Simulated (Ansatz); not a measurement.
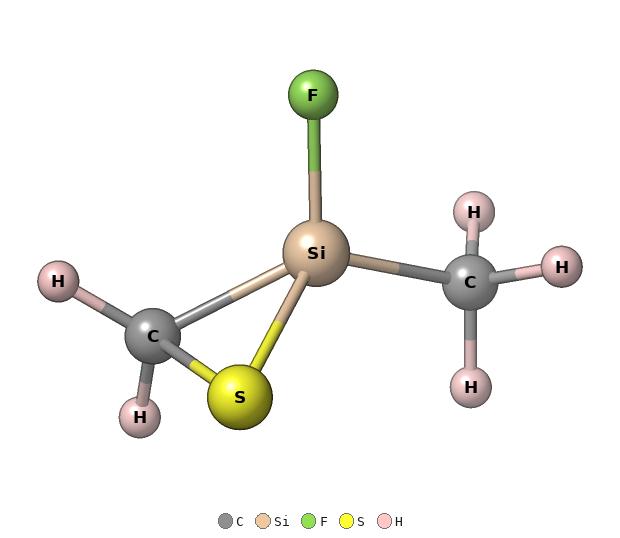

Depth is shown by fading: the farther an atom, the more it takes the colour of the background. The computed structure is the end point of a PBE-D4/def2-SVP optimisation. No frequency run is at hand to confirm it as a minimum.

**Which symmetry elements does this geometry have?**

It has no symmetry element but the identity, so the point group is C1. The group has 1 operation. The geometry is chiral, and symmetry allows a dipole moment.
